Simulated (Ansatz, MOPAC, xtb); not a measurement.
# SiCl2 (SMILES Cl[Si]Cl): the zero-point energy at each level's own minimum, rung by rung

SiCl2, singlet, SMILES `Cl[Si]Cl`. Each level relaxes the structure for itself.

Quantity: the zero-point energy at each level's own minimum, in kJ/mol. The values are calculated.

```json
{"level": "AM1", "kind": "semi-empirical", "program": "MOPAC", "value (kJ/mol)": "6.4"}
{"level": "PM7", "kind": "semi-empirical", "program": "MOPAC", "value (kJ/mol)": "7.1"}
{"level": "GFN1-xTB", "kind": "semi-empirical", "program": "xtb", "value (kJ/mol)": "7.2"}
{"level": "GFN2-xTB", "kind": "semi-empirical", "program": "xtb", "value (kJ/mol)": "6.3"}
{"level": "HF/STO-3G", "kind": "Hartree–Fock", "program": "Ansatz", "value (kJ/mol)": "8.7"}
{"level": "HF/3-21G", "kind": "Hartree–Fock", "program": "Ansatz", "value (kJ/mol)": "6.4"}
{"level": "HF/6-31G* (Cartesian functions)", "kind": "Hartree–Fock", "program": "Ansatz", "value (kJ/mol)": "7.7"}
{"level": "PBE/def2-SVP", "kind": "GGA", "program": "Ansatz", "value (kJ/mol)": "7.1"}
{"level": "BLYP/cc-pVTZ", "kind": "GGA", "program": "Ansatz", "value (kJ/mol)": "6.7"}
{"level": "r2SCAN/def2-TZVP", "kind": "meta-GGA", "program": "Ansatz", "value (kJ/mol)": "7.3"}
```

Harmonic and unscaled. The values span 6.3 to 8.7 kJ/mol. Without the sets that lack polarisation functions the rows with a basis span only 6.7 to 7.7 kJ/mol.

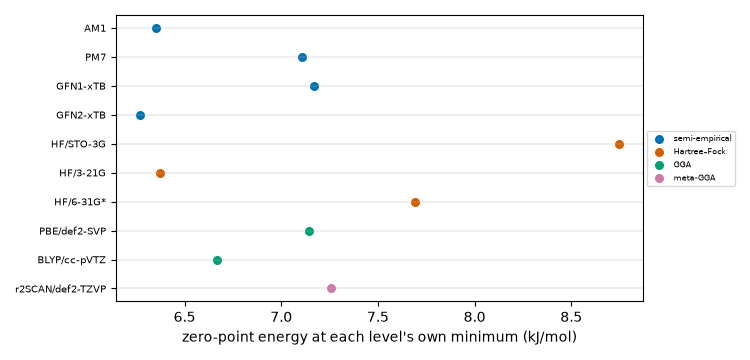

The values of the table, level by level.
